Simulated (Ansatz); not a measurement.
# K2YInBr6 (double perovskite (elpasolite)) (Fm-3m): the dielectric response by several routes

Aim: the electronic dielectric constant of K2YInBr6 (double perovskite (elpasolite)) (Fm-3m) by perturbation theory, a sum over states and the RPA step of G0W0.

Program: Ansatz 0.2.0. Level of theory: linear response on LDA, plane waves, PAW. Results are calculated unless marked as measured.

The structure was built from a prototype and need not be the compound's stable phase.

## Step 1: Set-up

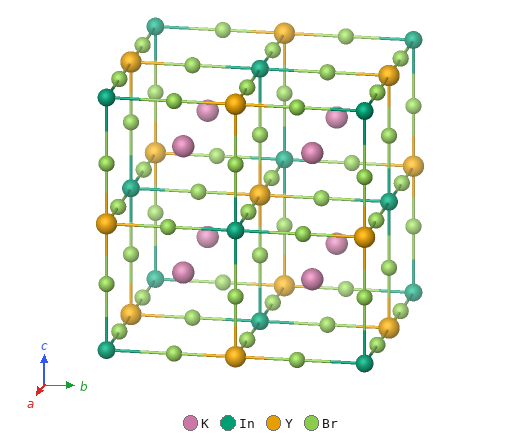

The starting structure, seen slightly off an axis (potassium pink, indium teal, yttrium orange, bromine green). This picture shows the conventional cell, with its axes. Some periodic images of atoms are drawn too.

The structure was relaxed with LDA. The structure type comes from a generator and need not be one that this composition takes. The runs that relaxed it are not among those shown. The default PAW set here is soft_2. Its files were made with PBE.

## Step 2: Response to a homogeneous field

The response to a uniform field gives ε∞, a yardstick for the screening that GW builds on its mesh.

This step: dielectric response by perturbation theory, LDA, plane waves, PAW.

Input file input.yaml:

```yaml
crystal:
  lattice:
    - [0.0, 5.7062557021, 5.7062557021]
    - [5.7062557021, 0.0, 5.7062557021]
    - [5.7062557021, 5.7062557021, 0.0]
  atoms:
    - { symbol: K, position: [0.25, 0.25, 0.25] }
    - { symbol: K, position: [0.75, 0.75, 0.75] }
    - { symbol: In, position: [0.0, 0.0, 0.0] }
    - { symbol: "Y", position: [0.5, 0.5, 0.5] }
    - { symbol: Br, position: [0.2615945249, 0.7384054751, 0.7384054751] }
    - { symbol: Br, position: [0.2615945249, 0.7384054751, 0.2615945249] }
    - { symbol: Br, position: [0.7384054751, 0.2615945249, 0.7384054751] }
    - { symbol: Br, position: [0.7384054751, 0.2615945249, 0.2615945249] }
    - { symbol: Br, position: [0.7384054751, 0.7384054751, 0.2615945249] }
    - { symbol: Br, position: [0.2615945249, 0.2615945249, 0.7384054751] }
kpoints:
  mp_grid: { grid: [4, 4, 4] }
hamiltonian:
  xc: lda
scf:
  occupations: { method: fixed }
dielectric: {}
```

The run is started by

```console
$ ansatz run input.yaml --threads 4 --pin off --max-ram 17510MiB --backend cpu --events-out ev --progress --plain --runs-dir out
```

Numbers of over 12 decimals in the logs are rounded to 6 here.

Log:

```text
Engine: ansatz 0.2.0, aarch64-unknown-linux-gnu
Pseudopotentials: kind: paw
Pseudopotential: K, paw, valence charge 9, recommended cutoff 420 eV (normal), K.paw.azcp
Pseudopotential: In, paw, valence charge 13, recommended cutoff 420 eV (normal), In.paw.azcp
Pseudopotential: Y, paw, valence charge 11, recommended cutoff 420 eV (normal), Y.paw.azcp
Pseudopotential: Br, paw, valence charge 7, recommended cutoff 420 eV (normal), Br.paw.azcp
Functional definition: SPW92
  exchange = slater_x
  correlation = pw_c
Crystal: 10 atoms, lattice volume = 371.607 Å³
Basis set: ecut = 420 eV, 7343 PW (Γ), exchange–correlation on 108×108×108 points (8 copies of the dense FFT grid, shifted against one another)
Bands: 52, of which v1, the nominal top of the filled ones, is band 42 counted from 1 (41 counted from 0)
Symmetry: 48 space group operations
k-points: 13 of 64 (irreducible under 8 space group operations, time reversal used)
Non-local potential: K, projectors of the file, l = 0: 3, l = 1: 2, l = 2: 2
Non-local potential: In, projectors of the file, l = 0: 2, l = 1: 2, l = 2: 2, l = 3: 2
Non-local potential: Y, projectors of the file, l = 0: 3, l = 1: 2, l = 2: 2, l = 3: 1
Non-local potential: Br, projectors of the file, l = 0: 2, l = 1: 2, l = 2: 2
PAW form: soft (Blöchl's): semilocal exchange-correlation on the pseudo side does not see the compensation charge
PAW frozen core: K, regenerated for the run's functional, and the local potential with it (the file was generated under x = pbe(κ = 0.804, μ = 0.219515), c = pbe(β = 0.066725))
PAW frozen core: In, regenerated for the run's functional, and the local potential with it (the file was generated under x = pbe(κ = 0.804, μ = 0.219515), c = pbe(β = 0.066725))
PAW frozen core: Y, regenerated for the run's functional, and the local potential with it (the file was generated under x = pbe(κ = 0.804, μ = 0.219515), c = pbe(β = 0.066725))
PAW frozen core: Br, regenerated for the run's functional, and the local potential with it (the file was generated under x = pbe(κ = 0.804, μ = 0.219515), c = pbe(β = 0.066725))
PAW one-centre angular grid: K, 110 points (default); XC on 64 Gauss nodes
PAW one-centre angular grid: In, 590 points (default); XC on 64 Gauss nodes
PAW one-centre angular grid: Y, 590 points (default); XC on 64 Gauss nodes
PAW one-centre angular grid: Br, 110 points (default); XC on 64 Gauss nodes
Initial density: superposition of atomic densities (neutral atoms: chi_scale 0, normalization atom), corrected by the library's trained network
Initial wavefunctions: pseudopotential atomic-orbital guess
Functional: x = slater, c = lda
SCF iter   1: F=—  HF=-28372.978062 eV  |F-HF|=—  |Δ(HF+E_count)|=         —  Δρ=4.37e-3  dr2=5.00e-2  ethr=1.77e-3  ⟨swp⟩=5.4  Hψ=2326  notcnv=0  defer=79
preconditioner: auto → Resta (q_TF=auto, 2.129 Å⁻¹)  ε∞=2.9  [insulator: Δε(μ)=1.904 eV  Ē_g=11.831 eV  n_scr=58 (ndim 8)  ℏωp=16.3 eV  f_vac=0.098  ε∞_Penn≈2.9]
SCF iter   2: F=—  HF=-28372.968689 eV  |F-HF|=—  |Δ(HF+E_count)|=   9.37e-3  Δρ=2.12e-3  dr2=9.79e-3  ethr=5.96e-5  ⟨swp⟩=2.8  Hψ=1140  notcnv=0  defer=97
SCF iter   3: F=—  HF=-28372.966325 eV  |F-HF|=—  |Δ(HF+E_count)|=   2.36e-3  Δρ=5.69e-4  dr2=1.23e-3  ethr=1.17e-5  ⟨swp⟩=2.0  Hψ=987  notcnv=0  defer=99
SCF iter   4: F=—  HF=-28372.966132 eV  |F-HF|=—  |Δ(HF+E_count)|=   1.94e-4  Δρ=1.05e-4  dr2=5.30e-5  ethr=1.46e-6  ⟨swp⟩=2.0  Hψ=885  notcnv=0  defer=93
SCF iter   5: F=—  HF=-28372.966144 eV  |F-HF|=—  |Δ(HF+E_count)|=   1.20e-5  Δρ=4.12e-5  dr2=5.48e-6  ethr=6.31e-8  ⟨swp⟩=2.0  Hψ=1100  notcnv=0  defer=78
SCF iter   6: F=—  HF=-28372.966060 eV  |F-HF|=—  |Δ(HF+E_count)|=   8.40e-5  Δρ=4.76e-6  dr2=1.49e-7  ethr=6.52e-9  ⟨swp⟩=2.0  Hψ=858  notcnv=0  defer=56
SCF iter   7: F=—  HF=-28372.966060 eV  |F-HF|=—  |Δ(HF+E_count)|=   5.27e-8  Δρ=1.44e-6  dr2=1.55e-8  ethr=1.78e-10  ⟨swp⟩=2.7  Hψ=1060  notcnv=0  defer=56
SCF iter   8: F=—  HF=-28372.966060 eV  |F-HF|=—  |Δ(HF+E_count)|=  9.53e-10  Δρ=3.98e-7  dr2=9.01e-10  ethr=1.84e-11  ⟨swp⟩=2.9  Hψ=1278  notcnv=0  defer=56
SCF iter   9: F=-28372.966060 eV  HF=-28372.966060 eV  |F-HF|=4.00e-11  |Δ(HF+E_count)|=  2.91e-11  Δρ=1.15e-7  dr2=5.12e-11  ethr=1.00e-12  ⟨swp⟩=16.8  Hψ=3536  notcnv=0
SCF 1 converged in 9 iterations: F = -28372.966060 eV  dr2 = 5.12e-11
  greatest PAW one-centre occupation: 0.992 electrons in one spin orbital (limit 2), on the Y atom at site 3 (counted from 0), in its partial waves of l = 0
NSCF: frozen V_eff on 1 k-points
DFPT response loops at Γ: preconditioner auto → Resta (q_TF=auto, 2.129 Å⁻¹)  ε∞=5.6 (no band partly filled); β = 1.00, the filter's whole step (`scf.mixing.beta` (0.50) is not read by the response loops at its default; to damp them type it under 1.00, their step now; it binds the ground state too); Broyden in place of MSR1
── the response to a field inside a basis, on 4×4×4 k-points: an SCF that follows is theirs, and a resumed run solves both again ──
Bands: 43, of which v1, the nominal top of the filled ones, is band 42 counted from 1 (41 counted from 0)
k-points: 10 of 64 (irreducible under 12 space group operations)
Initial density: handed on by an earlier stage of this run
Initial wavefunctions: pseudopotential atomic-orbital guess (no wavefunctions were taken with the density)
Eigensolver: Dense (10 Hₖ)
SCF iter   1: F=—  HF=-28372.693308 eV  |F-HF|=—  |Δ(HF+E_count)|=         —  Δρ=2.32e-4  dr2=1.21e-4  ethr=1.00e-1
preconditioner: auto → Resta (q_TF=auto, 2.129 Å⁻¹)  ε∞=3.3  [insulator: Δε(μ)=2.105 eV  Ē_g=10.695 eV  n_scr=58 (ndim 8)  ℏωp=16.3 eV  f_vac=0.085  ε∞_Penn≈3.3]
SCF iter   2: F=—  HF=-28372.693317 eV  |F-HF|=—  |Δ(HF+E_count)|=   8.40e-6  Δρ=1.29e-4  dr2=3.91e-5  ethr=1.44e-7
SCF iter   3: F=—  HF=-28372.693324 eV  |F-HF|=—  |Δ(HF+E_count)|=   6.86e-6  Δρ=1.12e-5  dr2=9.85e-7  ethr=4.66e-8
SCF iter   4: F=—  HF=-28372.693324 eV  |F-HF|=—  |Δ(HF+E_count)|=   1.98e-7  Δρ=4.21e-6  dr2=1.20e-7  ethr=1.17e-9
SCF iter   5: F=-28372.693324 eV  HF=-28372.693324 eV  |F-HF|=5.71e-9  |Δ(HF+E_count)|=   4.62e-8  Δρ=1.11e-6  dr2=1.39e-8  ethr=1.42e-10
SCF 1 converged in 5 iterations: F = -28372.693324 eV  dr2 = 1.39e-8
  greatest PAW one-centre occupation: 0.993 electrons in one spin orbital (limit 2), on the Y atom at site 3 (counted from 0), in its partial waves of l = 0
DFPT response loops at Γ: preconditioner auto → Resta (q_TF=auto, 2.129 Å⁻¹)  ε∞=5.3 (no band partly filled); β = 1.00, the filter's whole step (`scf.mixing.beta` (0.50) is not read by the response loops at its default; to damp them type it under 1.00, their step now; it binds the ground state too); Broyden in place of MSR1
SCF converged after 9 iterations
Free energy (F): -28372.966060 eV
Harris-Foulkes:  -28372.966060 eV  (|F-HF|=4.00e-11)
Internal energy: -28372.966060 eV  (E = F + TS)
E sigma→0 (E₀):  -28372.966060 eV
Fermi energy:    3.345680 eV
--- Per-component energies (eV) ---
  E_band       = -660.852161
  E_kinetic    = 1858.250127
  E_local      = -5347.028709  (includes V_loc(G=0)·N_el)
  E_nonlocal   = 884.749939
  E_hartree    = 1842.851311
  E_xc         = -2221.595547
  E_vxc        = -1259.060846  (∫ρ·V_xc dr)
  E_paw        = -21183.071607  (= ΣΔE_a)
  E_vpaw       = -483.465408  (= ΣTr[D̂ρ^β])
  E_aug_tail   = 0.000017  (compensation charges beyond the density's cutoff)
  E_ewald      = -4209.489781
  E_core_change = 2.368190  (= ΣΔE_core)
  E_smearing   = -0.000000  (= −TS)
  E_closure    = -0.000000  (closes the sum)
  Σ components = -28372.966060   (vs F -28372.966060, Δ=0.00e0)
--- Band table (eV; the first three rows and the last of 13) ---
  k-point 0: bands = [... 38 lower, 1.4743, 1.4743, 1.4743, 2.2271, 5.2318, 5.8220, 5.8220, 5.8220, ... 6 higher]
  k-point 1: bands = [... 38 lower, 1.3240, 1.3240, 1.3874, 2.8588, 5.5071, 5.8848, 5.9204, 5.9204, ... 6 higher]
  k-point 2: bands = [... 38 lower, 1.1437, 1.1437, 1.2538, 3.3457, 5.4525, 5.9575, 5.9575, 6.6410, ... 6 higher]
  k-point 12: bands = [... 38 lower, 0.8627, 1.2319, 1.2319, 2.8784, 6.0453, 6.0453, 6.3873, 6.4899, ... 6 higher]
--- Dielectric response (ions clamped): 3 representative field directions + reference, inside a basis on a mesh of 64 k-points (Σ response iterations 15) ---
  ε∞ (high-frequency dielectric tensor):
        3.721355    -0.000000    -0.000000
       -0.000000     3.721355     0.000000
       -0.000000     0.000000     3.721355
  Born effective charges Z* (e; rows j = field, columns β = displacement):
    site 0:
         1.33190   -0.00000   -0.00000
        -0.00000    1.33190    0.00000
         0.00000   -0.00000    1.33190
    site 1:
         1.33190    0.00000    0.00000
         0.00000    1.33190   -0.00000
         0.00000   -0.00000    1.33190
    site 2:
         2.33671   -0.00000   -0.00000
         0.00000    2.33671   -0.00000
         0.00000   -0.00000    2.33671
    site 3:
         4.07449    0.00000    0.00000
        -0.00000    4.07449   -0.00000
         0.00000    0.00000    4.07449
    site 4:
        -2.95144   -0.00000   -0.00000
         0.00000   -0.79303    0.00000
         0.00000   -0.00000   -0.79303
    site 5:
        -0.79303   -0.00000   -0.00000
         0.00000   -2.95144    0.00000
        -0.00000   -0.00000   -0.79303
    site 6:
        -0.79303   -0.00000   -0.00000
         0.00000   -2.95144    0.00000
        -0.00000   -0.00000   -0.79303
    site 7:
        -2.95144   -0.00000    0.00000
         0.00000   -0.79303   -0.00000
         0.00000    0.00000   -0.79303
    site 8:
        -0.79303    0.00000   -0.00000
        -0.00000   -0.79303   -0.00000
        -0.00000    0.00000   -2.95144
    site 9:
        -0.79303    0.00000    0.00000
        -0.00000   -0.79303    0.00000
        -0.00000   -0.00000   -2.95144
  Z* charge neutrality: 1.887e-2 e pre-enforcement
  solved inside a basis spanned on kpoints, on 4×4×4 k-points, its susceptibility summed on 8×8×8: ε∞ is read to err by 2.6e-2, Z* by 2.8e-2 e (field_mesh: kpoints solves on kpoints); Z* is corrected for what the basis lacks
```

The job ended after 1.7 min (4 threads of Arm Neoverse V1, shared host; peak memory 1.7 GiB; 6.3 min of CPU time).

This step gave:

| Item | Value |
| --- | --- |
| stated error of ε∞ | 0.026 |

One over ε∞ averages 0.27, near the quarter of exact exchange in PBE0.

High-frequency dielectric tensor:

```
3.72 0.00 0.00
0.00 3.72 0.00
0.00 0.00 3.72
```

Born effective charge (e), principal values of the symmetric part by kind of site:

```tsv
atom	atoms with these values	low	middle	high	mean
K1	2	1.33	1.33	1.33	1.33
In3	1	2.34	2.34	2.34	2.34
Y4	1	4.07	4.07	4.07	4.07
Br5	6	-2.95	-0.79	-0.79	-1.51
```

In full for Br5:

```
-2.95  0.00  0.00
 0.00 -0.79  0.00
 0.00  0.00 -0.79
```

## Step 3: Independent-particle spectrum

The independent-particle spectrum shows where the oscillator strength lies, before excitons and local fields.

This step: independent-particle optics on LDA, plane waves, PAW.

Changes to input.yaml since step 2:

```diff
@@ -22,2 +22,4 @@
   occupations: { method: fixed }
-dielectric: {}
+  n_extra_bands: 254
+output:
+  optics: { e_range: [0, 25], de: 0.1, sigma: 0.2 }
```

Log:

```text
[...]
Crystal: 10 atoms, lattice volume = 371.607 Å³
Basis set: ecut = 420 eV, 7343 PW (Γ)
Bands: 296, of which v1, the nominal top of the filled ones, is band 42 counted from 1 (41 counted from 0)
[... 1 set-up line as in the run before ...]
[...]
k-points: 8 of 64
[...]
SCF iter   1: F=—  HF=-28372.983710 eV  |F-HF|=—  |Δ(HF+E_count)|=         —  Δρ=4.38e-3  dr2=5.21e-2  ethr=1.77e-3  ⟨swp⟩=4.9  Hψ=8277  notcnv=0  defer=2004
[...]
SCF iter   9: F=-28372.966072 eV  HF=-28372.966072 eV  |F-HF|=0.00e0  |Δ(HF+E_count)|=  1.46e-11  Δρ=6.16e-8  dr2=6.71e-12  ethr=1.00e-12  ⟨swp⟩=14.5  Hψ=23769  notcnv=0
SCF 1 converged in 9 iterations: F = -28372.966072 eV  dr2 = 6.71e-12
[...]
Optics k sum: 0 of 8 k-points
Optics k sum: 1 of 8 k-points
[...]
Optics k sum: 8 of 8 k-points
NSCF: frozen V_eff on 1 k-points
SCF converged after 9 iterations
Free energy (F): -28372.966072 eV
[...]
Internal energy: -28372.966072 eV  (E = F + TS)
E sigma→0 (E₀):  -28372.966072 eV
Fermi energy:    3.345679 eV
[...]
--- Band table (eV; the first three rows and the last of 8) ---
  k-point 0: bands = [... 38 lower, 1.4743, 1.4743, 1.4743, 2.2271, 5.2318, 5.8220, 5.8220, 5.8220, ... 250 higher]
  k-point 1: bands = [... 38 lower, 1.3240, 1.3240, 1.3874, 2.8588, 5.5071, 5.8848, 5.9204, 5.9204, ... 250 higher]
  k-point 2: bands = [... 38 lower, 1.1437, 1.1437, 1.2538, 3.3457, 5.4525, 5.9575, 5.9575, 6.6410, ... 250 higher]
  k-point 7: bands = [... 38 lower, 0.8627, 1.2319, 1.2319, 2.8784, 6.0453, 6.0453, 6.3873, 6.4899, ... 250 higher]
```

It took 90 s on 4 threads; peak memory 2.4 GiB; 5.6 min of CPU time.

This step gave:

```yaml
eps_infinity_without_local_fields_xx_yy_zz: 4.200, 4.200, 4.200
electrons_in_the_f_sum_xx_yy_zz: 75.97, 75.97, 75.97
bands_in_the_explicit_sum_the_static_value_is_completed_to_all_bands: 296
```

The sum gives ε∞ = 4.20 without local fields.

The ε₂, xx=yy=zz has structure finer than the step of the table below, so its rows give means over 1 eV, whole bins alone (the curve runs from 0 to 25 eV). Peaks (eV: height): 3.7: 4.95, 4.9: 5.39, 7.1: 4.87, 10.0: 2.82, 20.1: 1.35.

Independent particles, no local fields, Gaussian width 0.2 eV. ε₂, xx=yy=zz against photon energy; means over each step:

```tsv
photon energy (eV)	ε₂, xx=yy=zz
1	0
2	0.110
3	1.10
4	3.57
5	4.41
6	3.24
7	4.19
8	2.85
9	1.94
10	2.27
11	1.69
12	1.36
13	1.19
14	1.18
15	0.682
16	0.515
17	0.666
18	0.657
19	0.618
20	1.05
21	0.905
22	0.363
23	0.305
24	0.248
```

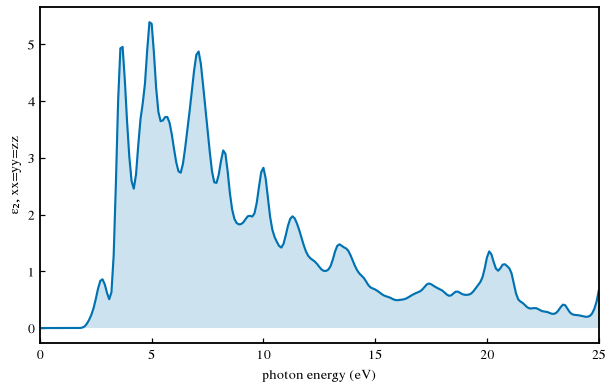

ε₂, xx=yy=zz, plotted against photon energy.

The loss function, xx=yy=zz has structure finer than the step of the table below, so its rows give means over 1 eV, whole bins alone (the curve runs from 0 to 25 eV). Peaks (eV: height): 12.6: 0.875, 15.2: 1.32, 21.7: 2.02, 23.6: 0.941.

Independent particles, no local fields, Gaussian width 0.2 eV. Table of loss function, xx=yy=zz by photon energy; means over each step:

```tsv
photon energy (eV)	loss function, xx=yy=zz
1	0
2	0.00387
3	0.0245
4	0.103
5	0.148
6	0.211
7	0.198
8	0.342
9	0.467
10	0.419
11	0.558
12	0.740
13	0.710
14	0.861
15	1.28
16	0.926
17	0.655
18	0.762
19	0.597
20	0.579
21	1.15
22	1.61
23	0.801
24	0.567
```

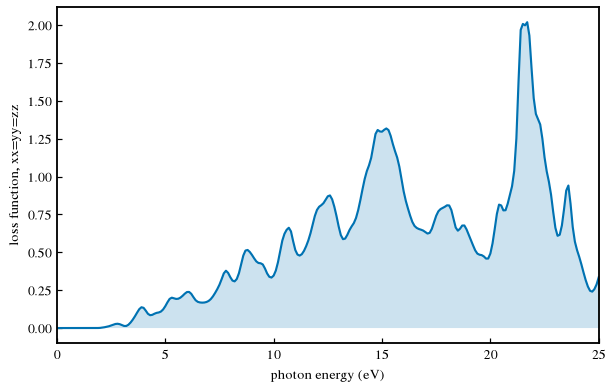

Loss function, xx=yy=zz, plotted against photon energy.

Independent particles, no local fields, Gaussian width 0.2 eV. Table of ε₁, xx=yy=zz by photon energy:

```tsv
photon energy (eV)	ε₁, xx=yy=zz
0	4.19
1	4.32
2	4.91
3	5.63
4	3.68
5	2.92
6	1.82
7	1.93
8	0.863
9	0.663
10	0.424
11	0.705
12	0.0986
13	0.661
14	0.0480
15	0.251
16	0.551
17	0.776
18	0.615
19	0.780
20	0.990
21	0.126
22	0.329
23	0.561
24	0.628
25	1.24
```

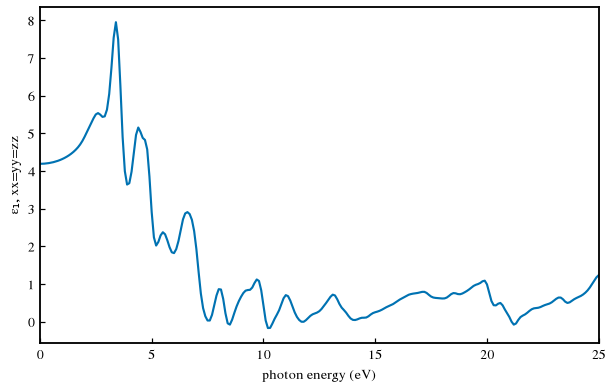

ε₁, xx=yy=zz against photon energy.

## Step 4: RPA screening from the G0W0 run

Now the one-shot GW correction: screening in the RPA, then the self-energy of the levels asked for.

This step: G0W0 on LDA, plane waves, PAW.

Changes to input.yaml since step 3:

```diff
@@ -17,3 +17,3 @@
 kpoints:
-  mp_grid: { grid: [4, 4, 4] }
+  mp_grid: { grid: [2, 2, 2] }
 hamiltonian:
@@ -22,4 +22,7 @@
   occupations: { method: fixed }
-  n_extra_bands: 254
-output:
-  optics: { e_range: [0, 25], de: 0.1, sigma: 0.2 }
+gw:
+  n_empty_bands: 1109
+  ecut_chi: 120.0
+  qp_bands: [v3, c3]
+  qp_kpoints: band_edges
+  screening: { model: contour_deformation }
```

Log:

```text
[...]
Crystal: 10 atoms, lattice volume = 371.607 Å³
Basis set: ecut = 420 eV, 7343 PW (Γ)
Bands: 52, of which v1, the nominal top of the filled ones, is band 42 counted from 1 (41 counted from 0)
[... 1 set-up line as in the run before ...]
[...]
k-points: 3 of 8
[...]
1    42      3.3491   -17.8344     0.6863   -16.4629  0.7785     2.6560     2.6640  root
[...]
2    42      2.5458   -16.9761     0.5754   -15.8169  0.7695     1.9537     1.9620  root
     2    43      5.8480    -7.2477    -4.7141   -13.0118  0.7706     6.9260     6.8980  root
     2    44      6.3747    -8.8137    -4.9842   -14.9107  0.7553     7.5225     7.4874  root
     2    45      6.3747    -8.8137    -4.9842   -14.9107  0.7553     7.5225     7.4874  root
[key lines of the parts left out:]
SCF converged after 7 iterations
Free energy (F): -28372.905736 eV
Fermi energy:    3.349094 eV
```

Run time: 5.4 min. Hardware: 4 threads; peak memory 7 GiB.

This step gave:

| Item | Value |
| --- | --- |
| bands summed | 1151 |
| RPA ε∞ on this mesh (eigenvalues) | 3.970, 3.970, 3.970 |
| plane waves in the screening matrix | 1067 |
| G0W0 gap on the mesh | 3.274 eV |
| k of the valence top | 0, 0, -0.5 |
| k of the conduction bottom | 0, 0, 0 |
| starting gap on the mesh | 1.884 eV |
| least direct G0W0 gap on the computed points | 3.706 eV |

The gap on the mesh goes from 1.88 eV to 3.27 eV, a correction of +1.39 eV. Between the two edge states, bare exchange in place of the xc potential would open the gap by 5.34 eV, and correlation takes back 3.95 eV.

Mean over the mesh in bins of 0.25 1/Å. The static inverse dielectric function, diagonal by length of q+G:

```tsv
length of q+G (Å⁻¹)	static inverse dielectric function, diagonal
0.51	0.381
0.78	0.441
0.95	0.496
1.26	0.573
1.47	0.634
1.71	0.682
2.04	0.750
2.28	0.791
2.48	0.817
2.77	0.851
3.00	0.872
3.23	0.890
3.51	0.909
3.75	0.923
4.00	0.935
4.27	0.947
4.51	0.956
4.75	0.964
5.00	0.971
5.24	0.976
5.49	0.981
```

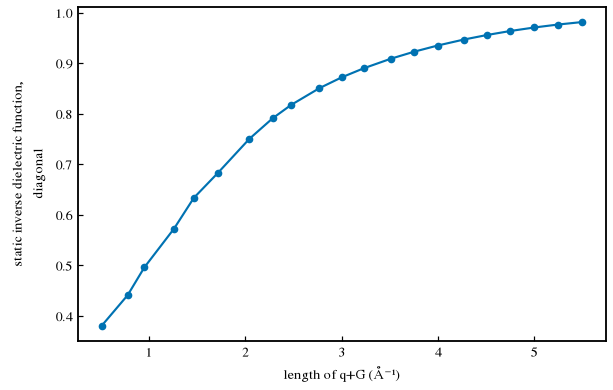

Static inverse dielectric function, diagonal, plotted against length of q+G.

## Step 5: The values together

Times are wall times on 4 threads of Arm Neoverse V1, shared host, good to a factor of about two.

```tsv
method	mesh	ε∞, low	middle	high	mean	time
perturbation theory (local fields and xc kernel)	4×4×4 (response on 64 points)	3.72	3.72	3.72	3.72	1.7 min
sum over states (no local fields)	4×4×4	4.20	4.20	4.20	4.20	90 s
RPA with local fields, on the GW mesh	2×2×2	3.97	3.97	3.97	3.97	5.4 min
```

## Step 6: Summary of results

| Property | Result |
| --- | --- |
| perturbation theory (local fields and xc kernel) | 3.72, 3.72, 3.72 |
| sum over states (no local fields) | 4.20, 4.20, 4.20 |
| RPA with local fields, on the GW mesh | 3.97, 3.97, 3.97 |

In words: Mean Born effective charge: K1 1.33, In3 2.34, Y4 4.07, Br5 -1.51 e. Distinct peaks of the ε₂, xx=yy=zz stand at 3.7, 4.9, 7.1, 10.0 and 20.1 eV; the one at 4.9 eV is strongest. The most distinct maxima of the loss function, xx=yy=zz lie at 12.6, 15.2, 21.7 and 23.6 eV, the highest at 21.7 eV. The sum without local fields gives 4.20 in the mean against 3.72 by perturbation theory; local fields lower ε∞ and the xc kernel gives part of it back, though the sum also carries the error of its own mesh. The RPA values on the 2×2×2 mesh average 1.07 times those of perturbation theory (means 3.97 and 3.72). Without the xc kernel RPA should lie a little lower; it lies higher here. Perturbation theory sums its response on a denser mesh of its own, so the coarser sum of the GW run is the likely cause. LDA usually puts the gap too low, which tends to raise ε∞. Ions are clamped, so the lattice part of the static constant is not in these numbers.

[Paths, hosts, dates, memory and timing lines, banners, echoed tables and standing remarks are left out of the program output.]

[Logs are printed without paths, hosts, clocks, repeated set-up lines and the standing remarks that a program may print on its own settings, such as how far it seeks lower states.]

[Runs of the session that timed out or met a known fault of the program may be left out.]

[Cells called generated may have been cut or substituted from an entry of the Crystallography Open Database or the Materials Project.]

[Hosts, paths, dates, database ids (printed as entryN), source tags and the programs' standing remarks are cut or masked in the printed files.]
